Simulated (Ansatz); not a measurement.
## Errors in the atomisation enthalpy at 298 K

8 molecules holding an element past argon; the atomisation enthalpy at 298 K in kJ/mol, computed less measured. Shapes, held fixed at every level: PBE0-D4/def2-TZVP. Flexible molecules stand in one conformer, not always the lowest. Thermal terms are harmonic and unscaled (PBE0-D4/def2-TZVP); the spin-orbit lowering of the free atoms is taken from their spectra. Programs: Ansatz 0.2.0. Measured values: Active Thermochemical Tables, CRC Handbook of Chemistry and Physics, NIST-JANAF tables.

Levels: A = B3LYP-D4/def2-TZVPP; B = PBE0-D4/def2-TZVPP; C = CCSD(T)/def2-SVP.

```tsv
molecule	from tabulated heats	A	B	C
BiCl3 (bismuth trichloride)	837	+87	+93	-116
SiBr4 (tetrabromosilane)	1313	-48	+10	-166
CBr2ClF (dibromochlorofluoromethane)	1329	-41	+18	-148
CHBrCl2 (SMILES ClC(Cl)Br)	1341	-31	+20	-135
GeI4 (germanium tetraiodide)	856	-17	+35	-129
SiH3I (SMILES [SiH3]I)	1213	-2	-14	-92
C2H2Br2Cl2 (1,2-dibromo-1,2-dichloroethane)	2373	-28	+55	-173
C2H4Br2 (1,1-dibromoethane)	2566	-21	+17	-150
```

Q: Which level does best on this set, which worst, and which err to one side?

A: 
```
              level                   kind  mean error  mean absolute error  worst case
B3LYP-D4/def2-TZVPP          global hybrid       -12.6                 34.4       BiCl3
 PBE0-D4/def2-TZVPP          global hybrid       +29.2                 32.8       BiCl3
   CCSD(T)/def2-SVP  coupled cluster or CI      -138.6                138.6  C2H2Br2Cl2
```

On this set PBE0-D4/def2-TZVPP has the smallest mean absolute error and CCSD(T)/def2-SVP the largest. B3LYP-D4/def2-TZVPP is too low in 7 of 8; PBE0-D4/def2-TZVPP is too high in 7 of 8; CCSD(T)/def2-SVP is too low in 8 of 8. The heats of BiCl3, SiBr4, GeI4, C2H2Br2Cl2 come from older tables and can be uncertain by 10 kJ/mol or more. The molecules' own spin-orbit binding is left out, so errors for heavy halides read too negative. The tabulated value of SiH3I is in doubt (older tables, estimates, or at odds with other calculations) and kept here. Over the 7 molecules whose values aren't doubted the mean absolute errors are A 39.0; B 35.4; C 145.3. The smallest two are near a tie. Correlated wave functions converge slowly with the basis. For atoms past krypton def2 sets carry core potentials with scalar relativity. Relativity is left out for Br, Ge. Outer-core shells of Bi, Br, Ge, I are correlated, in sets that cover them unevenly. The set is small.

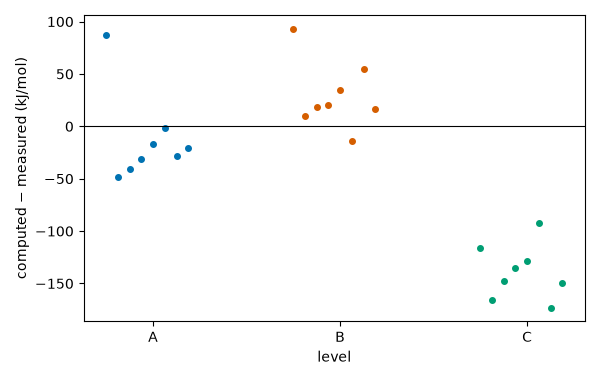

Errors of each level, one point a molecule.
